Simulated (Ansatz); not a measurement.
CH3AlF2

```xyz
7

F     0.4267    0.0003    0.9068
C    -0.2181   -1.1574   -0.0067
F     0.8110   -1.7863   -0.5760
Al   -0.7516    0.6991   -0.4914
H    -0.6602   -1.8120    0.7763
H    -2.0950    1.2592    0.1583
H     0.1135    1.4106   -1.6231
```

Level of theory: Ansatz 0.2.0, RKS PBE-D4/def2-SVP.

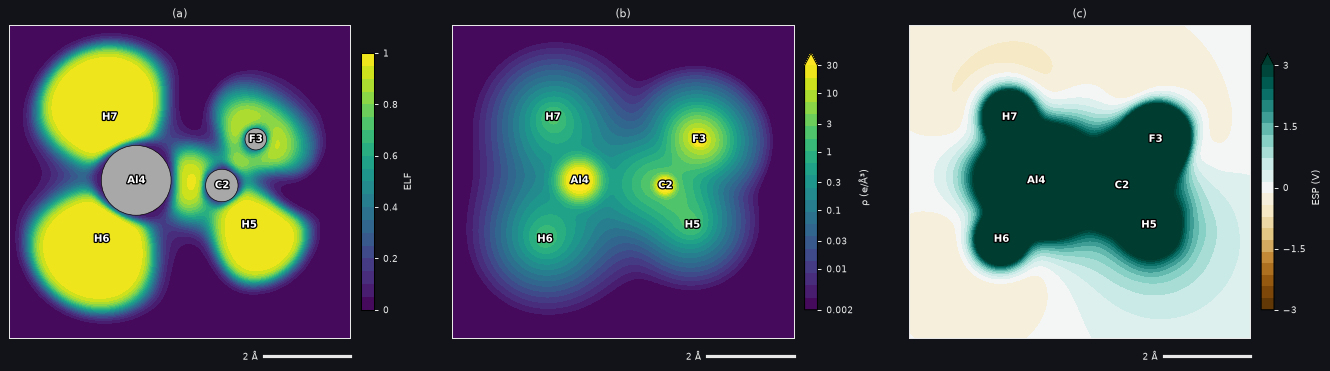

Figure 1. (a) electron localisation function; (b) electron density; (c) electrostatic potential on the plane of atoms F3, C2 and Al4. Grey discs cover the atomic cores in the ELF map.

Read the bonding off the picture.

- The section cuts through C, F, Al and H sites.
- C–F (1.33 Å): the density is about 2.3 e/Å³ at the midpoint; the ELF peaks at about 0.85 between the atoms (a polar covalent bond).
- C–Al (1.99 Å): ρ is about 0.63 e/Å³ halfway; the ELF peaks at about 0.95 in the valence shell of C, 0.7 Å from its nucleus, and is about 0.80 at the midpoint.
- C–H (1.11 Å): ρ at the midpoint is about 2 e/Å³; the ELF climbs to about 1 towards the hydrogen, as it does in any bond to H: an ordinary covalent bond to hydrogen.
- Al–H (1.59 Å): ρ is about 0.53 e/Å³ halfway; the ELF climbs to about 1 towards the hydrogen.
- The ELF also peaks beside F3, away from the bonds: lone-pair regions.
- Outside the dense part of the molecule the potential is most negative (−0.5 V) near H7.

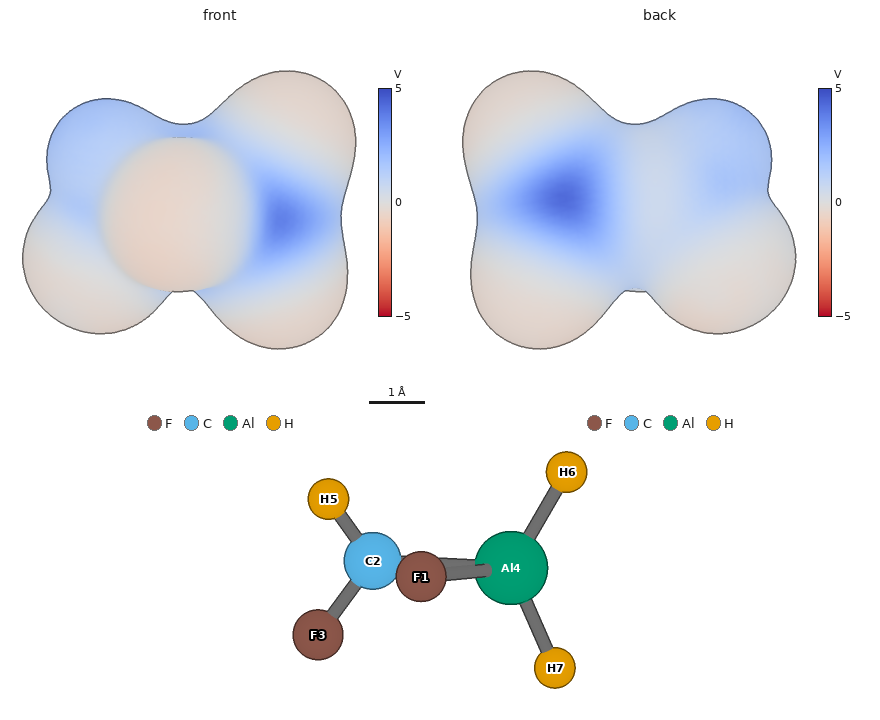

Figure 2. The molecular electrostatic potential painted on the density surface at 0.004 e/bohr³, seen from the front and from behind; red is negative and blue positive. The bare structure is drawn below in the same view.

Describe the electrostatic potential map.

The most negative region (about −0.5 V) lies over F1, the most positive (about +4.1 V) over Al4.

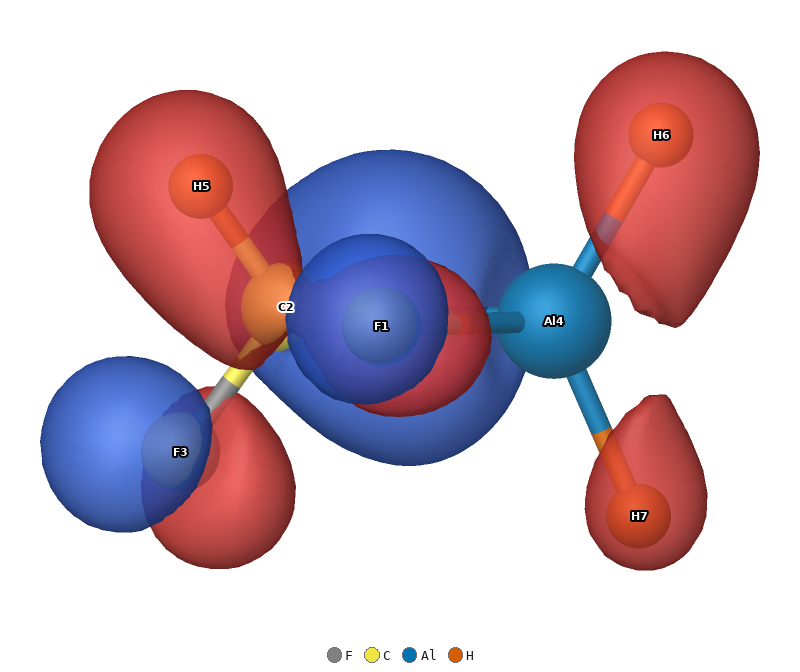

Figure 3. The HOMO at ±0.1 Å⁻³ᐟ² (red and blue are the two phases), seen across its widest extent.

What is the character of this orbital?

Its weight (Hirshfeld) is mainly on C2 (about 40 %), F3 (about 20 %), Al4 (about 20 %), F1 (about 10 %) and H5 (about 5 %). Its energy is −6.68 eV.
